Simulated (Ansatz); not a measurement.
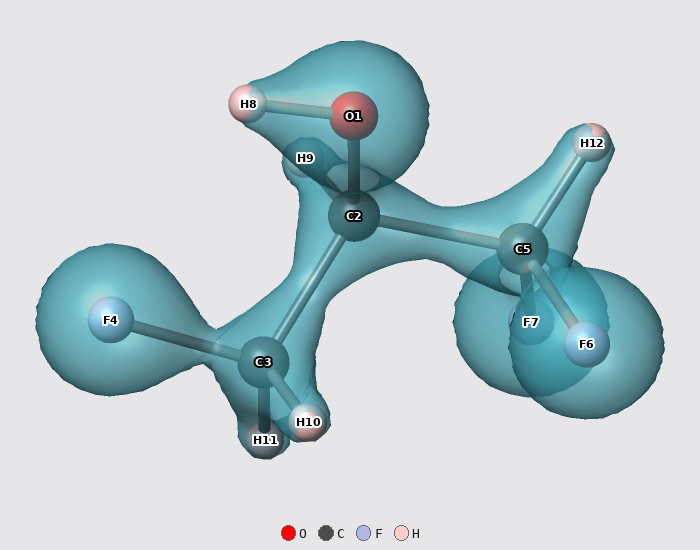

*C₃H₅F₃O. Isosurface of the total electron density at 1.5 e/Å³ (cyan), seen at a tilt.*

Geometry: PBE0-D4/def2-TZVP.

Computed with RKS PBE0-D4/def2-TZVPP (Ansatz 0.2.0).

Input file:

```
crystal:
  periodic: [false, false, false]
  atoms:
    - {symbol: O, position_ang: [-1.433136, 0.570845, 0.540590]}
    - {symbol: C, position_ang: [-0.336476, 0.196785, -0.250388]}
    - {symbol: C, position_ang: [0.043624, -1.249847, -0.033325]}
    - {symbol: F, position_ang: [-1.042888, -2.027897, -0.407941]}
    - {symbol: C, position_ang: [0.796317, 1.140345, 0.099665]}
    - {symbol: F, position_ang: [1.299593, 0.865850, 1.326388]}
    - {symbol: F, position_ang: [1.803740, 0.982803, -0.796623]}
    - {symbol: H, position_ang: [-2.124880, -0.085051, 0.410980]}
    - {symbol: H, position_ang: [-0.549330, 0.346688, -1.319138]}
    - {symbol: H, position_ang: [0.248816, -1.445121, 1.020830]}
    - {symbol: H, position_ang: [0.901083, -1.534993, -0.646586]}
    - {symbol: H, position_ang: [0.470639, 2.184292, 0.089448]}
basis:
  gaussian: {orbitals: def2-TZVPP}
hamiltonian: {xc: pbe0, dispersion: d4}
output: {orbitals: {seedname: orbitals}}
```

Command:

```sh
ansatz run in.yaml --threads 8 --pin off --events-out ev --progress --plain --max-ram 18278MiB
```

What does this surface tell about the bonding?

At this value the surface is in one piece. It bridges the sampled C–F (1.35 Å), C–O (1.40 Å), C–C (1.51 Å) and O–H (0.96 Å) contacts, where the density stays above the isovalue. On the grid the lowest density along these lines, outside the cores, is 1.8 e/Å³ (C–F, 1.35 Å), 1.8 e/Å³ (C–O, 1.40 Å), 1.8 e/Å³ (C–C, 1.51 Å) and 2.5 e/Å³ (O–H, 0.96 Å).
